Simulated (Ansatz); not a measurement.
**Run report: C2H6BClOSi, geometry relaxation**

System: C2H6BClOSi, SMILES C=C(O)B([SiH3])Cl.
Method: RHF/def2-SVP (Ansatz 0.2.0).

Figures and captions count atoms from 1; the log counts them from 0 in places.

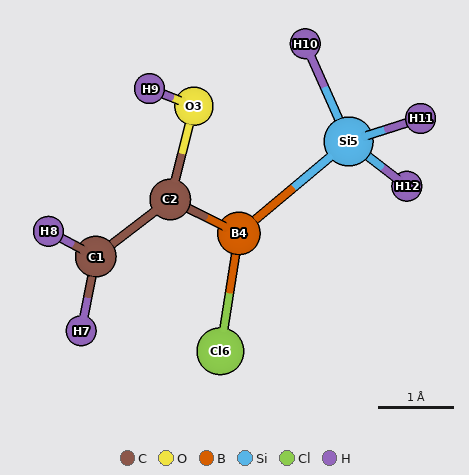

**Figure 1.** The starting structure (ball-and-stick view, seen at a tilt; atoms are numbered from 1 in the order of the input).

**The input**
```yaml
crystal:
  periodic: [false, false, false]
  atoms:
    - { symbol: C, position_ang: [-1.073895, 1.50277, 1.245712] }
    - { symbol: C, position_ang: [-0.192307, 0.76225, 0.520352] }
    - { symbol: O, position_ang: [1.119087, 1.107851, 0.329807] }
    - { symbol: B, position_ang: [-0.564125, -0.585438, -0.186233] }
    - { symbol: Si, position_ang: [0.857423, -1.603749, -1.218758] }
    - { symbol: Cl, position_ang: [-2.212467, -1.2074, -0.075489] }
    - { symbol: H, position_ang: [-2.112252, 1.160308, 1.353402] }
    - { symbol: H, position_ang: [-0.78978, 2.448682, 1.739666] }
    - { symbol: H, position_ang: [1.303253, 1.94942, 0.791462] }
    - { symbol: H, position_ang: [1.417574, -0.747954, -2.327306] }
    - { symbol: H, position_ang: [2.003637, -1.970209, -0.309143] }
    - { symbol: H, position_ang: [0.320852, -2.871833, -1.829673] }
basis:
  gaussian: { orbitals: def2-SVP }
hamiltonian:
  xc: hf
output:
  forces: true
relax:
  f_tol: 0.003
  max_steps: 120
```

Hardware: 1 thread of Arm Neoverse N1, 98 GiB of memory available, shared host.

Command:
```bash
ansatz run input.yaml --threads 1 --pin off --max-ram 2560MiB --backend cpu --events-out ev --progress --plain --runs-dir out
```

**What the program printed**
```
The last accepted step is kept in [file] (removed where the run ends without a failure and the disk answers)
Engine: ansatz 0.2.0, aarch64-unknown-linux-gnu
Functional definition: HF
  exchange = exact_x
  correlation = 0
1323 factors; integrals over basis functions are off by at most 3.7e-4 eV
mean field evaluation 1: about -25217.5089 eV, gradient 3.1e1 eV
mean field evaluation 2: about -25217.6517 eV, gradient 3.1e1 eV
mean field evaluation 4: about -25220.5743 eV, gradient 4.1e0 eV
mean field evaluation 8: about -25220.6359 eV, gradient 2.6e-1 eV
mean field -25220.63633931 eV, -926.8412903085 hartree, gradient 3.0e-5 eV, S^2 0.000000; 0 other end points of the search recorded, 0 dependent functions left out
the calculation of the forces begins
reference -25220.63633931 eV, -926.8412903085 hartree; 31, 31 occupied and 91, 91 virtual orbitals, 1323 factors
relax step   1: F+E_penalty+E_count = -25220.63633931 eV  Δ(F+E_penalty+E_count) = +0.000e0 eV  max|allowed force component| = 1.523e0 eV/Å  Δτ_max = 0.0000 Å  (39 SCF iters, accepted)
these checks for a lower state are left out or cut short: starts, cluster_reference, orbital_swaps, neighbouring_geometries, increment
1323 factors; integrals over basis functions are off by at most 3.3e-4 eV
mean field evaluation 16: about -25220.7340 eV, gradient 6.0e-1 eV
mean field -25220.73497467 eV, -926.8449150910 hartree, gradient 3.6e-5 eV, S^2 0.000000; 0 other end points of the search recorded, 0 dependent functions left out
the calculation of the forces begins
reference -25220.73497467 eV, -926.8449150910 hartree; 31, 31 occupied and 91, 91 virtual orbitals, 1323 factors
relax step   2: F+E_penalty+E_count = -25220.73497467 eV  Δ(F+E_penalty+E_count) = -9.864e-2 eV  max|allowed force component| = 3.017e-1 eV/Å  Δτ_max = 0.0297 Å  (35 SCF iters, accepted)
these checks for a lower state are left out or cut short: starts, cluster_reference, orbital_swaps, neighbouring_geometries, increment
1323 factors; integrals over basis functions are off by at most 3.2e-4 eV
mean field -25220.73950504 eV, -926.8450815791 hartree, gradient 3.6e-5 eV, S^2 0.000000; 0 other end points of the search recorded, 0 dependent functions left out
the calculation of the forces begins
reference -25220.73950504 eV, -926.8450815791 hartree; 31, 31 occupied and 91, 91 virtual orbitals, 1323 factors
relax step   3: F+E_penalty+E_count = -25220.73950504 eV  Δ(F+E_penalty+E_count) = -4.530e-3 eV  max|allowed force component| = 9.596e-2 eV/Å  Δτ_max = 0.0176 Å  (36 SCF iters, accepted)
these checks for a lower state are left out or cut short: starts, cluster_reference, orbital_swaps, neighbouring_geometries, increment
1323 factors; integrals over basis functions are off by at most 3.2e-4 eV
mean field evaluation 32: about -25220.7390 eV, gradient 3.9e-3 eV
mean field -25220.73896301 eV, -926.8450616596 hartree, gradient 3.7e-5 eV, S^2 0.000000; 0 other end points of the search recorded, 0 dependent functions left out
the calculation of the forces begins
reference -25220.73896301 eV, -926.8450616596 hartree; 31, 31 occupied and 91, 91 virtual orbitals, 1323 factors
relax step   4: F+E_penalty+E_count = -25220.73896301 eV  Δ(F+E_penalty+E_count) = +5.420e-4 eV  max|allowed force component| = 1.679e-1 eV/Å  Δτ_max = 0.0161 Å  (36 SCF iters, rejected (line search))
these checks for a lower state are left out or cut short: starts, cluster_reference, orbital_swaps, neighbouring_geometries, increment
1323 factors; integrals over basis functions are off by at most 3.2e-4 eV
mean field -25220.74009155 eV, -926.8451031329 hartree, gradient 1.4e-5 eV, S^2 0.000000; 0 other end points of the search recorded, 0 dependent functions left out
the calculation of the forces begins
reference -25220.74009155 eV, -926.8451031329 hartree; 31, 31 occupied and 91, 91 virtual orbitals, 1323 factors
relax step   5: F+E_penalty+E_count = -25220.74009155 eV  Δ(F+E_penalty+E_count) = -5.865e-4 eV  max|allowed force component| = 2.179e-2 eV/Å  Δτ_max = 0.0079 Å  (29 SCF iters, accepted)
these checks for a lower state are left out or cut short: starts, cluster_reference, orbital_swaps, neighbouring_geometries, increment
1323 factors; integrals over basis functions are off by at most 3.2e-4 eV
mean field -25220.74009209 eV, -926.8451031527 hartree, gradient 5.9e-5 eV, S^2 0.000000; 0 other end points of the search recorded, 0 dependent functions left out
the calculation of the forces begins
reference -25220.74009209 eV, -926.8451031527 hartree; 31, 31 occupied and 91, 91 virtual orbitals, 1323 factors
relax step   6: F+E_penalty+E_count = -25220.74009209 eV  Δ(F+E_penalty+E_count) = -5.393e-7 eV  max|allowed force component| = 2.200e-2 eV/Å  Δτ_max = 0.0006 Å  (24 SCF iters, accepted)
these checks for a lower state are left out or cut short: starts, cluster_reference, orbital_swaps, neighbouring_geometries, increment
1323 factors; integrals over basis functions are off by at most 3.2e-4 eV
mean field -25220.73995856 eV, -926.8450982456 hartree, gradient 1.4e-5 eV, S^2 0.000000; 0 other end points of the search recorded, 0 dependent functions left out
the calculation of the forces begins
reference -25220.73995856 eV, -926.8450982456 hartree; 31, 31 occupied and 91, 91 virtual orbitals, 1323 factors
relax step   7: F+E_penalty+E_count = -25220.73995856 eV  Δ(F+E_penalty+E_count) = +1.335e-4 eV  max|allowed force component| = 4.544e-2 eV/Å  Δτ_max = 0.0051 Å  (29 SCF iters, rejected (line search))
these checks for a lower state are left out or cut short: starts, cluster_reference, orbital_swaps, neighbouring_geometries, increment
1323 factors; integrals over basis functions are off by at most 3.2e-4 eV
mean field -25220.74014261 eV, -926.8451050093 hartree, gradient 2.1e-5 eV, S^2 0.000000; 0 other end points of the search recorded, 0 dependent functions left out
the calculation of the forces begins
reference -25220.74014261 eV, -926.8451050093 hartree; 31, 31 occupied and 91, 91 virtual orbitals, 1323 factors
relax step   8: F+E_penalty+E_count = -25220.74014261 eV  Δ(F+E_penalty+E_count) = -5.052e-5 eV  max|allowed force component| = 2.805e-3 eV/Å  Δτ_max = 0.0025 Å  (28 SCF iters, accepted)
1323 factors; integrals over basis functions are off by at most 3.2e-4 eV
mean field evaluation 64: about -25220.7340 eV, gradient 8.0e-1 eV
```

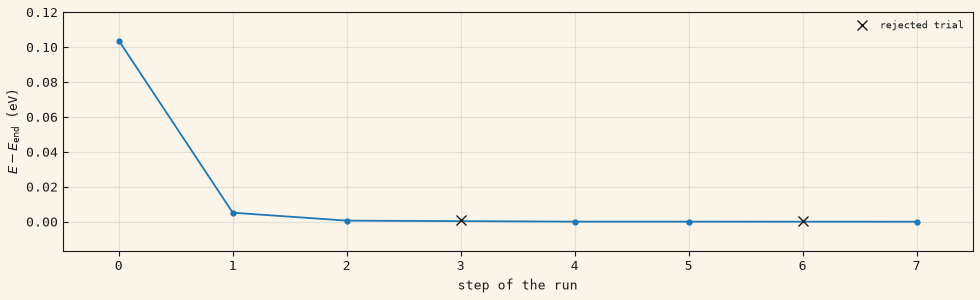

**Figure 2.** Progress of the relaxation, step by step (the first geometry is step 0 here and step 1 in the log).

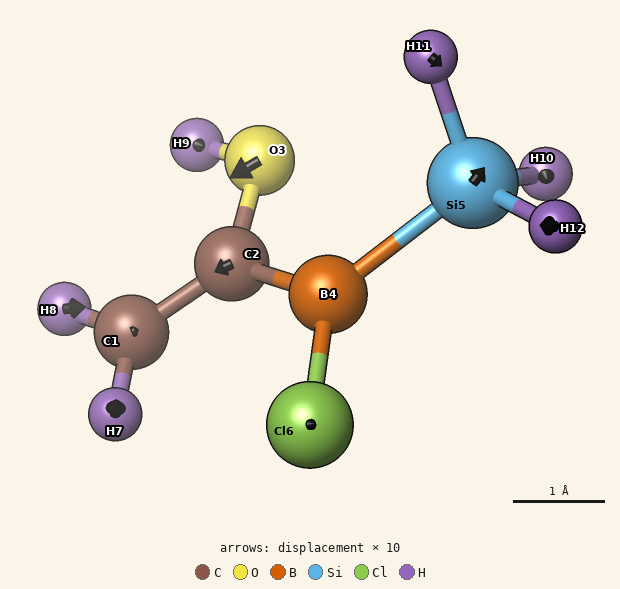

**Figure 3.** The starting structure with the displacements as black arrows, magnified 10 times (ball-and-stick view, seen at a tilt). The two geometries are laid on each other by the best rigid fit. The largest move after the best rigid fit is that of O3, 0.039 Å. By element the largest moves are O 0.039 Å, H 0.027 Å, Si 0.023 Å, C 0.022 Å, Cl 0.008 Å, B 0.005 Å. Among the contacts that change: O3–H9 0.977 → 0.945 Å, C1–C2 1.361 → 1.330 Å, Si5–H10 1.508 → 1.484 Å, C1–H7 1.099 → 1.079 Å. Among the angles that change: C2–O3–H9 109.4° → 111.8°. The energy falls by 0.104 eV in 7 geometry steps. The largest force component goes from 1.5 to 0.0028 eV/Å. The line search rejected the trial steps at points 3, 6 (counted from 0) and went back. (Atoms are counted from 1 in the order of the input.)

```
mean field -25220.74014261 eV, -926.8451050093 hartree, gradient 2.1e-5 eV, S^2 0.000000; 1 other end points of the search recorded, 0 dependent functions left out
the calculation of the forces begins
reference -25220.74014261 eV, -926.8451050093 hartree; 31, 31 occupied and 91, 91 virtual orbitals, 1323 factors
Total energy: -25220.74014261 eV, -926.8451050093 hartree
Atom 0 at    -1.068948     1.499402     1.239147 Å, force    -0.001347    -0.002794     0.002805 eV/Å
Atom 1 at    -0.204233     0.774020     0.534660 Å, force     0.002742     0.000654    -0.001236 eV/Å
Atom 2 at     1.093659     1.124155     0.354927 Å, force    -0.001456    -0.002738    -0.000829 eV/Å
Atom 3 at    -0.559963    -0.584517    -0.183792 Å, force     0.001514     0.000596    -0.001464 eV/Å
Atom 4 at     0.877993    -1.607517    -1.227632 Å, force    -0.001196     0.000381     0.001190 eV/Å
Atom 5 at    -2.212045    -1.215221    -0.077317 Å, force    -0.001697    -0.000736     0.000655 eV/Å
Atom 6 at    -2.091566     1.174147     1.350803 Å, force    -0.001490     0.000494    -0.000989 eV/Å
Atom 7 at    -0.785582     2.429505     1.721662 Å, force     0.000512     0.001608    -0.000997 eV/Å
Atom 8 at     1.301347     1.938207     0.788094 Å, force     0.001601     0.002251     0.001290 eV/Å
Atom 9 at     1.407940    -0.761357    -2.325874 Å, force    -0.000085     0.000418    -0.000419 eV/Å
Atom 10 at     1.995674    -1.975322    -0.322814 Å, force     0.000962    -0.000094     0.000019 eV/Å
Atom 11 at     0.322725    -2.850805    -1.818066 Å, force    -0.000061    -0.000040    -0.000026 eV/Å
Dipole moment:     0.023889     0.455452     0.270338 e Å
```

**Trajectory as extended XYZ (Å, eV, eV/Å), 8 frames, from step=1 to step=8**
```
12
Properties=species:S:1:pos:R:3:forces:R:3 step=1 energy=-25220.63634
C    -1.0739    1.5028    1.2457    0.7585  -0.6380  -0.6290
C    -0.1923    0.7622    0.5204   -0.6351   1.1711   0.9173
O     1.1191    1.1079    0.3298   -0.4979   1.5226   1.0919
B    -0.5641   -0.5854   -0.1862   -0.0725  -0.0439  -0.0077
Si    0.8574   -1.6037   -1.2188    0.6798  -0.3482  -0.4060
Cl   -2.2125   -1.2074   -0.0755   -0.1482  -0.0567   0.0091
H    -2.1123    1.1603    1.3534    0.7043   0.2612  -0.0537
H    -0.7898    2.4487    1.7397   -0.1672  -0.5941  -0.3142
H     1.3033    1.9494    0.7915   -0.1422  -1.4854  -0.8719
H     1.4176   -0.7480   -2.3273   -0.2170  -0.2373   0.3033
H     2.0036   -1.9702   -0.3091   -0.3692   0.0856  -0.2256
H     0.3209   -2.8718   -1.8297    0.1068   0.3631   0.1865
12
Properties=species:S:1:pos:R:3:forces:R:3 step=2 energy=-25220.73497
C    -1.0644    1.4981    1.2392    0.0622  -0.1115  -0.0795
C    -0.1997    0.7707    0.5294    0.0111   0.2422   0.1403
O     1.1017    1.1247    0.3470   -0.2151   0.2963   0.2495
B    -0.5611   -0.5839   -0.1854    0.0551  -0.0360  -0.0387
Si    0.8758   -1.6049   -1.2246    0.0704  -0.0730  -0.0656
Cl   -2.2099   -1.2151   -0.0819   -0.0704  -0.0102   0.0155
H    -2.0882    1.1644    1.3498    0.1200   0.0774   0.0061
H    -0.7819    2.4312    1.7246   -0.0391  -0.1197  -0.0628
H     1.2909    1.9440    0.7916    0.0319  -0.3017  -0.1953
H     1.4031   -0.7559   -2.3281   -0.0059  -0.0558   0.0770
H     1.9901   -1.9773   -0.3099   -0.0491   0.0340  -0.0749
H     0.3205   -2.8513   -1.8178    0.0289   0.0581   0.0283
12
Properties=species:S:1:pos:R:3:forces:R:3 step=3 energy=-25220.73951
C    -1.0669    1.4987    1.2414   -0.0414  -0.0074  -0.0177
C    -0.2048    0.7749    0.5332    0.0960  -0.0081  -0.0285
O     1.0937    1.1273    0.3521   -0.0912  -0.0365   0.0091
B    -0.5610   -0.5830   -0.1852    0.0165  -0.0015  -0.0002
Si    0.8763   -1.6095   -1.2281    0.0200   0.0077  -0.0026
Cl   -2.2130   -1.2096   -0.0739   -0.0257  -0.0240  -0.0096
H    -2.0893    1.1729    1.3500   -0.0148   0.0042   0.0190
H    -0.7847    2.4285    1.7241    0.0096   0.0115   0.0098
H     1.2926    1.9398    0.7903    0.0617   0.0491   0.0105
H     1.4140   -0.7661   -2.3239   -0.0154   0.0141  -0.0172
H     1.9961   -1.9759   -0.3264   -0.0033  -0.0095   0.0249
H     0.3240   -2.8533   -1.8198   -0.0120   0.0003   0.0027
12
Properties=species:S:1:pos:R:3:forces:R:3 step=4 energy=-25220.73896 accepted=F
C    -1.0679    1.4991    1.2394   -0.0721  -0.0250   0.0005
C    -0.2076    0.7705    0.5330    0.0728   0.1679   0.0826
O     1.0900    1.1251    0.3557    0.0947  -0.0447  -0.0550
B    -0.5632   -0.5877   -0.1852    0.0088   0.0057   0.0017
Si    0.8779   -1.6076   -1.2276   -0.0065   0.0045   0.0047
Cl   -2.2156   -1.2180   -0.0773    0.0099   0.0033  -0.0014
H    -2.0913    1.1771    1.3522   -0.0133  -0.0012   0.0059
H    -0.7828    2.4296    1.7213    0.0101  -0.0233  -0.0165
H     1.3083    1.9392    0.7867   -0.1062  -0.0794  -0.0163
H     1.4088   -0.7591   -2.3231   -0.0022   0.0027  -0.0094
H     1.9952   -1.9724   -0.3218    0.0026  -0.0063   0.0064
H     0.3254   -2.8512   -1.8194    0.0014  -0.0043  -0.0033
12
Properties=species:S:1:pos:R:3:forces:R:3 step=5 energy=-25220.74009
C    -1.0689    1.4999    1.2388   -0.0045  -0.0218   0.0174
C    -0.2047    0.7747    0.5336    0.0194   0.0046  -0.0049
O     1.0932    1.1257    0.3534   -0.0159  -0.0154  -0.0056
B    -0.5599   -0.5842   -0.1842    0.0040   0.0013  -0.0099
Si    0.8781   -1.6081   -1.2277   -0.0040   0.0045   0.0081
Cl   -2.2121   -1.2142   -0.0786   -0.0069  -0.0036   0.0022
H    -2.0906    1.1730    1.3533   -0.0063   0.0045  -0.0070
H    -0.7850    2.4285    1.7234    0.0022   0.0119  -0.0044
H     1.2999    1.9392    0.7874    0.0092   0.0141   0.0059
H     1.4093   -0.7624   -2.3255    0.0007   0.0022  -0.0022
H     1.9945   -1.9761   -0.3216    0.0042  -0.0014   0.0006
H     0.3231   -2.8513   -1.8185   -0.0022  -0.0010  -0.0001
12
Properties=species:S:1:pos:R:3:forces:R:3 step=6 energy=-25220.74009
C    -1.0689    1.5000    1.2388   -0.0048  -0.0220   0.0175
C    -0.2046    0.7746    0.5339    0.0193   0.0058  -0.0057
O     1.0933    1.1255    0.3539   -0.0154  -0.0177  -0.0074
B    -0.5598   -0.5842   -0.1841    0.0042   0.0009  -0.0091
Si    0.8781   -1.6082   -1.2278   -0.0040   0.0052   0.0082
Cl   -2.2120   -1.2143   -0.0786   -0.0070  -0.0035   0.0022
H    -2.0907    1.1732    1.3530   -0.0066   0.0043  -0.0068
H    -0.7850    2.4285    1.7235    0.0023   0.0121  -0.0045
H     1.2998    1.9395    0.7871    0.0093   0.0156   0.0074
H     1.4092   -0.7624   -2.3256    0.0007   0.0021  -0.0022
H     1.9946   -1.9762   -0.3218    0.0041  -0.0014   0.0006
H     0.3230   -2.8513   -1.8185   -0.0022  -0.0014  -0.0003
12
Properties=species:S:1:pos:R:3:forces:R:3 step=7 energy=-25220.73996 accepted=F
C    -1.0681    1.4973    1.2421   -0.0102   0.0261  -0.0454
C    -0.2043    0.7735    0.5344   -0.0135   0.0106   0.0181
O     1.0931    1.1242    0.3531    0.0163   0.0103   0.0055
B    -0.5608   -0.5841   -0.1854    0.0064  -0.0078   0.0145
Si    0.8785   -1.6065   -1.2274   -0.0110  -0.0009  -0.0062
Cl   -2.2119   -1.2176   -0.0762    0.0030   0.0065  -0.0024
H    -2.0924    1.1753    1.3498    0.0121  -0.0100   0.0130
H    -0.7857    2.4304    1.7197    0.0038  -0.0147   0.0136
H     1.3038    1.9368    0.7884   -0.0160  -0.0193  -0.0082
H     1.4078   -0.7598   -2.3259    0.0052  -0.0044   0.0042
H     1.9946   -1.9752   -0.3206   -0.0005   0.0039  -0.0059
H     0.3225   -2.8494   -1.8181    0.0045  -0.0004  -0.0007
12
Properties=species:S:1:pos:R:3:forces:R:3 step=8 energy=-25220.74014
C    -1.0689    1.4994    1.2391   -0.0013  -0.0028   0.0028
C    -0.2042    0.7740    0.5347    0.0027   0.0007  -0.0012
O     1.0937    1.1242    0.3549   -0.0015  -0.0027  -0.0008
B    -0.5600   -0.5845   -0.1838    0.0015   0.0006  -0.0015
Si    0.8780   -1.6075   -1.2276   -0.0012   0.0004   0.0012
Cl   -2.2120   -1.2152   -0.0773   -0.0017  -0.0007   0.0007
H    -2.0916    1.1741    1.3508   -0.0015   0.0005  -0.0010
H    -0.7856    2.4295    1.7217    0.0005   0.0016  -0.0010
H     1.3013    1.9382    0.7881    0.0016   0.0023   0.0013
H     1.4079   -0.7614   -2.3259   -0.0001   0.0004  -0.0004
H     1.9957   -1.9753   -0.3228    0.0010  -0.0001   0.0000
H     0.3227   -2.8508   -1.8181   -0.0001   0.0000   0.0000
```

**Key numbers**

- outcome: converged
- total energy: −25220.7401 eV
- mean-field energy: −25220.7401 eV
- largest force (length of the vector) at the end: 0.004 eV/Å
- wall time: 69 s
- peak memory: 0.28 GiB
